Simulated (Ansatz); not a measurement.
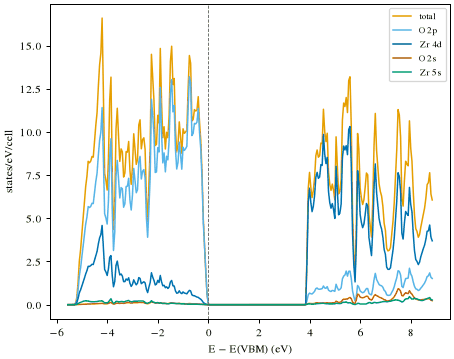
Figure: Total and projected density of states of ZrO2 in space group Pca2_1 (No. 29; Zr on 4a, O on 4a, O on 4a), DFT-PBEsol in the program Ansatz with PAW potentials

### Question
Which orbitals carry the states next to the gap?

### Answer
Top 1 eV of the valence band: O 2p 93 %. Bottom 1 eV of the conduction band: Zr 4d 86 %, O 2p 10 %. Projections are on Löwdin-orthogonalised atomic valence shells; empty p or d shells of many metals are not among them.

### Question
Where is the tallest occupied peak in this window, and what makes it?

### Answer
Near -4.2 eV, about 17 states/eV per cell; the largest projected share is O 2p.

Symmetry was held in the PBEsol relaxation. The run is not spin-polarised. Scalar-relativistic: spin–orbit coupling is off unless named, which matters more the heavier the elements.

Potentials: the earlier of the program's two PAW sets. The files were generated under PBE; for other functionals the program regenerates the frozen cores, and for LDA and PBEsol the local potential too.
